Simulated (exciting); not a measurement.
Two BSE runs for the Lu L₃ edge of RbLuSe2, space group R-3m. Run A: exciting, all-electron LAPW+lo, LDA, exchange and screened direct term (singlet BSE), 3×3×3 shifted k points, 49 conduction bands, |G+q| up to 3 bohr⁻¹ (2 in the exchange term), full RPA screening with nempty = 82, Lorentzian half width 2.34 eV. Run B has a fault in its input.

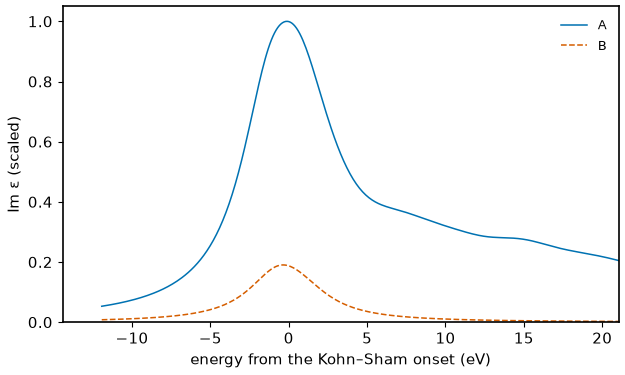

Energy from the Kohn–Sham onset, core level to the lowest empty state found on the meshes used; one zero for both, scaled to A's maximum.

What most likely went wrong in run B?

Far too few conduction bands in the BSE (conduction bands from 49 to 2). Against run A the r.m.s. difference is 86 %. The highest maximum lies at -0.4 eV (0.19), against -0.1 eV (1.00). The first bright state moves from -1.36 to -0.93 eV. Transitions to the missing bands are absent and can't mix into the lines that are left. Other settings could leave a like mark; this is the change that was made.

[Hosts, paths, dates, database ids (printed as entryN), source tags and the programs' standing remarks are cut or masked in the printed files.]
